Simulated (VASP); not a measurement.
Consider the following.

```
CELL_PARAMETERS angstrom
     -2.35769     2.35769     1.33996
      2.35769    -2.35769     1.33996
      2.35769     2.35769    -1.33996
ATOMIC_POSITIONS crystal
  Rh 0.75000 0.25000 0.50000
  Rh 0.00000 0.00000 0.00000
```

The numbers are results of PBEsol GGA, VASP's PBE PAW potentials (set 64) (plane waves; VASP 6.6.1), not measurements. Numerical set-up: 400 eV cut-off, 17×17×17 Γ-centred mesh, tetrahedra with Blöchl corrections, potentials Rh_pv.

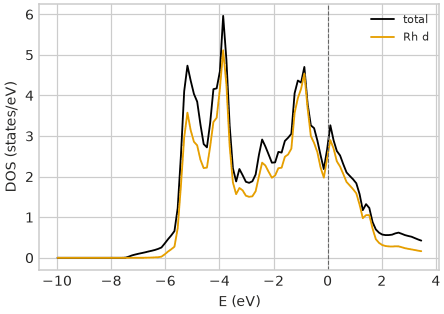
Total and projected density of states, zero at the Fermi level

Within 2 eV below the Fermi level the largest weight inside VASP's projection spheres is Rh d.

It has no gap at this level: it comes out as a metal or semimetal.

The structure was generated: Rh was put into the beta-Sn type (I4_1/amd), which need not be its known phase. It was relaxed first.
